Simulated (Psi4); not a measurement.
**SnNH5 (Sn(NH2)H3): levels of theory compared**

Aim: a comparison of 5 runs (TPSS/def2-SVPD, r2SCAN50-D4/def2-TZVPD, MP2/3-21G, CEPA(3)/LANL2DZ) of SnNH5 (Sn(NH2)H3). 

Program for the calculation: Psi4 1.11.

1 further run of the same task is left out (set aside as unsound or not needed).

**1. The structure to begin with**

SnNH5: 7 atoms, total charge 0, spin state singlet. As SMILES, `[H][Sn]([H])([H])[NH2]`. The shape comes from GFN2-xTB, which is rough for such elements, and wasn't checked as a minimum.

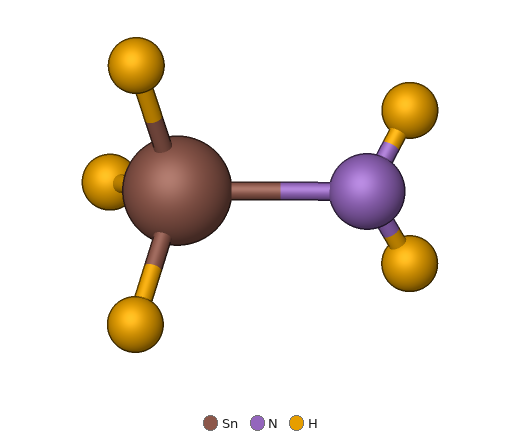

Viewed from a chosen angle; tin brown, nitrogen purple, hydrogen amber.

**2. A single-point energy at TPSS/def2-SVPD (core potential) (run 1)**

Contents of calc.dat:

```
memory 1600 MB

molecule m {
  Sn    -0.002930     0.001590    -0.763630
  N      0.111900     0.224860     1.218650
  H      0.691400    -0.443590     1.706560
  H     -0.767260     0.270880     1.712930
  H      1.563610    -0.007840    -1.282300
  H     -0.813190     1.336030    -1.296130
  H     -0.783530    -1.381930    -1.296080
  units angstrom
  symmetry c1
}

set {
  basis def2-SVPD
  puream true
  e_convergence 1e-09
  d_convergence 1e-08
  scf_type pk
  dft_radial_points 99
  dft_spherical_points 590
}

e, wfn = energy('tpss', return_wfn=True)
oeprop(wfn, 'DIPOLE', 'WIBERG_LOWDIN_INDICES', 'QUADRUPOLE', title='TPSS')
```

On the command line:

```sh
psi4 -n 1 calc.dat calc.out
```

calc.out:

```text
[...]
  Running in c1 symmetry.
[...]
  Nuclear repulsion =   83.690365640723101
[...]
  Multiplicity = 1
[...]
  Nalpha       = 17
  Nbeta        = 17
[...]
    Number of basis functions: 92
[...]
   @RKS iter   1:  -271.45205263868269   -7.77915e-01   1.04332e-02 DIIS/ADIIS
[...]
   @RKS iter  11:  -271.90901401050388   -6.87805e-12   4.99457e-09 DIIS
[...]
  @RKS Final Energy:  -271.90901401050388
   => Energetics <=
    Nuclear Repulsion Energy =             83.6903656407231011
    One-Electron Energy =                -620.0868941131889187
    Two-Electron Energy =                 291.2461815994427639
    DFT Exchange-Correlation Energy =     -26.7586671374808702
    Empirical Dispersion Energy =           0.0000000000000000
    VV10 Nonlocal Energy =                  0.0000000000000000
    Total Energy =                       -271.9090140105038813
[...]
 Multipole Moments:
 ------------------------------------------------------------------------------------
     Multipole            Electronic (a.u.)      Nuclear  (a.u.)        Total (a.u.)
 ------------------------------------------------------------------------------------
 L = 1.  Multiply by 2.5417464519 to convert [e a0] to [Debye]
 Dipole X            :         -0.7971220            0.6411395           -0.1559825
 Dipole Y            :         -1.4927795            1.1739807           -0.3187988
 Dipole Z            :        -18.0480875           18.1739461            0.1258586
 Magnitude           :                                                    0.3765682
 L = 2.  Multiply by 1.3450342976 to convert [e a0^2] to [Debye ang]
 Quadrupole XX       :        -42.2411191           17.3806638          -24.8604553
 Quadrupole XY       :          0.3266242           -1.3320949           -1.0054707
[...]
```

Wall time 45 s (1 thread of Intel Xeon Platinum 8488C (Sapphire Rapids), shared host); peak memory 0.87 GiB.

**3. The charge distribution at r2SCAN50-D4/def2-TZVPD (density fitting, core potential) (run 2)**

Contents of calc.in:

```
memory 1.6 GB

molecule geom {
  Sn    -0.002930     0.001590    -0.763630
  N      0.111900     0.224860     1.218650
  H      0.691400    -0.443590     1.706560
  H     -0.767260     0.270880     1.712930
  H      1.563610    -0.007840    -1.282300
  H     -0.813190     1.336030    -1.296130
  H     -0.783530    -1.381930    -1.296080
  symmetry c1
  no_reorient
  no_com
}

set {
  scf_type df
}

result, w = energy('r2scan50-d4/def2-TZVPD', return_wfn=True)
oeprop(w, 'ESP_AT_NUCLEI', 'MULLIKEN_CHARGES', 'LOWDIN_CHARGES', title='R2SCAN50-D4')
print_variables()
```

On the command line:

```sh
psi4 -n 1 calc.in calc.out
```

calc.out:

```text
[...]
    !!!  WARNING: ECP capability is in beta. Please check occupations closely.  !!!
[...]
  Running in c1 symmetry.
[...]
  Nuclear repulsion =   83.690365640723101
[...]
  Multiplicity = 1
[...]
  Nalpha       = 17
  Nbeta        = 17
[...]
    Number of basis functions: 138
[...]
   @DF-RKS iter   1:  -271.69182166106179   -1.25567e+00   6.49576e-03 DIIS/ADIIS
[...]
   @DF-RKS iter   8:  -272.03729003740278   -4.94233e-08   4.65132e-07 DIIS
[...]
  @DF-RKS Final Energy:  -272.03729003740278
   => Energetics <=
    Nuclear Repulsion Energy =             83.6903656407231011
    One-Electron Energy =                -620.6028184099793634
    Two-Electron Energy =                 278.9781212777259043
    DFT Exchange-Correlation Energy =     -14.1018736532728202
    Empirical Dispersion Energy =          -0.0010848925996128
    VV10 Nonlocal Energy =                  0.0000000000000000
    Total Energy =                       -272.0372900374027836
[...]
 Multipole Moments:
 ------------------------------------------------------------------------------------
     Multipole            Electronic (a.u.)      Nuclear  (a.u.)        Total (a.u.)
 ------------------------------------------------------------------------------------
 L = 1.  Multiply by 2.5417464519 to convert [e a0] to [Debye]
 Dipole X            :         -1.3297235            1.1524873           -0.1772362
 Dipole Y            :         -2.9736477            2.6126409           -0.3610068
 Dipole Z            :         16.5441207          -16.4865943            0.0575264
 Magnitude           :                                                    0.4062608
[...]
```

Wall time 20 s (1 thread of Intel Xeon Platinum 8488C (Sapphire Rapids), shared host); peak memory 0.97 GiB.

Atomic charges (e):

```tsv
atom	Löwdin	Mulliken
Sn1	+0.818	+0.485
N2	-0.322	-0.746
H3	-0.028	+0.230
H4	-0.029	+0.230
H5	-0.144	-0.068
H6	-0.144	-0.067
H7	-0.151	-0.063
```

Run 3 isn't shown in full; the table further down has it.

**4. A single-point energy at MP2/3-21G (run 4)**

Contents of h5nsn.in:

```
memory 1600 mb

molecule molecule1 {
  Sn    -0.002930     0.001590    -0.763630
  N      0.111900     0.224860     1.218650
  H      0.691400    -0.443590     1.706560
  H     -0.767260     0.270880     1.712930
  H      1.563610    -0.007840    -1.282300
  H     -0.813190     1.336030    -1.296130
  H     -0.783530    -1.381930    -1.296080
  symmetry c1
  no_reorient
  no_com
}

set puream true
set e_convergence 1e-09
set d_convergence 1e-08
set scf_type pk
set num_frozen_docc 19
set mp2_type conv

energy("mp2/3-21G")
print_variables()
```

On the command line:

```sh
psi4 h5nsn.in h5nsn.out -n 1
```

h5nsn.out:

```text
[...]
  Running in c1 symmetry.
[...]
  Nuclear repulsion =  173.779847790719742
[...]
  Multiplicity = 1
[...]
  Nalpha       = 31
  Nbeta        = 31
[...]
    Number of basis functions: 50
[...]
   @RHF iter   1: -6053.01592049939154   -3.24973e+00   1.21700e-02 ADIIS/DIIS
[...]
   @RHF iter  10: -6053.28829118816157   -4.54747e-12   5.38854e-09 DIIS
[...]
  @RHF Final Energy: -6053.28829118816157
   => Energetics <=
    Nuclear Repulsion Energy =            173.7798477907197423
    One-Electron Energy =               -8697.0847811829935381
    Two-Electron Energy =                2470.0166422041120313
    Total Energy =                      -6053.2882911881615655
[...]
 Multipole Moments:
 ------------------------------------------------------------------------------------
     Multipole            Electronic (a.u.)      Nuclear  (a.u.)        Total (a.u.)
 ------------------------------------------------------------------------------------
 L = 1.  Multiply by 2.5417464519 to convert [e a0] to [Debye]
 Dipole X            :         -1.2726548            0.9974541           -0.2752007
 Dipole Y            :         -3.2567767            2.6967715           -0.5600052
 Dipole Z            :         57.0018690          -56.8920380            0.1098310
 Magnitude           :                                                    0.6335646
[...]
	SCS-MP2 Total Energy (a.u.)        : -6053.45812460405341
	SOS-MP2 Total Energy (a.u.)        : -6053.44786546633532
	SCSN-MP2 Total Energy (a.u.)       : -6053.34245943531550
[...]
	SOS-PI-MP2 Total Energy (a.u.)     : -6053.47446117936397
[...]
	MP2 Total Energy (a.u.)            : -6053.45204716646185
[...]
```

Wall time 2.6 s (1 thread of Intel Xeon Platinum 8488C (Sapphire Rapids), shared host); peak memory 0.21 GiB.

**5. The energy at CEPA(3)/LANL2DZ (core potential, Cartesian functions) (run 5)**

Contents of job.inp:

```
memory 1600 MB

molecule m {
  0 1
  Sn    -0.002930     0.001590    -0.763630
  N      0.111900     0.224860     1.218650
  H      0.691400    -0.443590     1.706560
  H     -0.767260     0.270880     1.712930
  H      1.563610    -0.007840    -1.282300
  H     -0.813190     1.336030    -1.296130
  H     -0.783530    -1.381930    -1.296080
}

set {
  basis           LANL2DZ
  reference       rhf
  scf_type        direct
  num_frozen_docc 0
  df_basis_mp2    def2-svp-ri
  level_shift     0.5
  maxiter         50
}

e_tot, wfn = energy("cepa(3)", return_wfn=True)
```

On the command line:

```sh
psi4 -i job.inp -o job.out -n 1
```

job.out:

```text
[...]
    !!!  WARNING: ECP capability is in beta. Please check occupations closely.  !!!
[...]
  Running in c1 symmetry.
[...]
  Nuclear repulsion =   25.775698544296763
[...]
  Multiplicity = 1
[...]
  Nalpha       = 8
  Nbeta        = 8
[...]
    Number of basis functions: 27
[...]
   @DF-RHF iter   1:   -60.45772200371555   -9.49708e-01   1.59842e-02 ADIIS/DIIS/SHIFT
[...]
   @RHF iter  15:   -60.55788904637042   -3.69482e-13   3.96764e-09 DIIS
[...]
    Orbital Energies [Eh]
    ---------------------
    Doubly Occupied:
       1A    -15.522982     2A     -1.110797     3A     -0.682783
       4A     -0.630314     5A     -0.508401     6A     -0.459961
       7A     -0.455937     8A     -0.385207
[...]
  @RHF Final Energy:   -60.55788904637042
   => Energetics <=
    Nuclear Repulsion Energy =             25.7756985442967625
    One-Electron Energy =                -133.1544122925263878
    Two-Electron Energy =                  46.8208247018592090
    Total Energy =                        -60.5578890463704198
[...]
 Multipole Moments:
 ------------------------------------------------------------------------------------
     Multipole            Electronic (a.u.)      Nuclear  (a.u.)        Total (a.u.)
 ------------------------------------------------------------------------------------
 L = 1.  Multiply by 2.5417464519 to convert [e a0] to [Debye]
 Dipole X            :         -1.3136353            1.0115172           -0.3021181
 Dipole Y            :         -2.4962835            1.8815404           -0.6147431
 Dipole Z            :        -25.8557566           25.7991763           -0.0565803
 Magnitude           :                                                    0.6873033
[...]
      * SCS-MP2 total energy:                  -60.727965788755
[...]
      * MP2 total energy:                      -60.721374751827
[...]
```

It took 3.6 s on 1 thread of Intel Xeon Platinum 8488C (Sapphire Rapids), shared host; peak memory 0.2 GiB.

**6. Overview of the runs**

```tsv
run	level	task	integrals	energy (Eh)	dipole moment (D)	HOMO energy (eV)	LUMO energy (eV)	wall time
1	TPSS/def2-SVPD (core potential)	energy	pk	-271.909014	0.96	-5.87	-0.63	45 s
2	r2SCAN50-D4/def2-TZVPD (density fitting, core potential)	properties	df	-272.037290	1.03	-8.70	0.49	20 s
3	r2SCAN50-D4/def2-TZVPD (density fitting, core potential, Cartesian functions)	properties	df	-272.037932	1.03	-8.70	0.45	24 s
4	MP2/3-21G	energy	pk	-6053.452047	–	-10.16	3.50	2.6 s
5	CEPA(3)/LANL2DZ (core potential, Cartesian functions)	energy	direct	-60.743856	–	-10.48	2.89	3.6 s
```

**7. Results**

| quantity | value |
| --- | --- |
| run 5: total energy | -60.74386 Eh |
| run 5: HOMO energy (Hartree–Fock orbitals) | -10.48 eV |
| run 5: LUMO energy (Hartree–Fock orbitals) | 2.89 eV |
| run 5: HOMO–LUMO gap (Hartree–Fock orbitals) | 13.37 eV |
| run 5: correlation energy | -186.0 mEh |

**Reading.** Over runs 1, 2, 3 the dipole moment (its size) runs from 0.96 D (TPSS/def2-SVPD) to 1.03 D (r2SCAN50-D4/def2-TZVPD). The two ends differ in method and basis. Over runs 1, 2, 3 the HOMO–LUMO gap runs from 5.25 eV (TPSS/def2-SVPD) to 9.19 eV (r2SCAN50-D4/def2-TZVPD). Totals of different functionals can't be ranked against each other. Some runs of one species differ in core potentials or relativity; totals across that change don't compare. In run 4 relativity is left out where basis or elements ask for it. All runs together took 95 s, the longest 45 s.
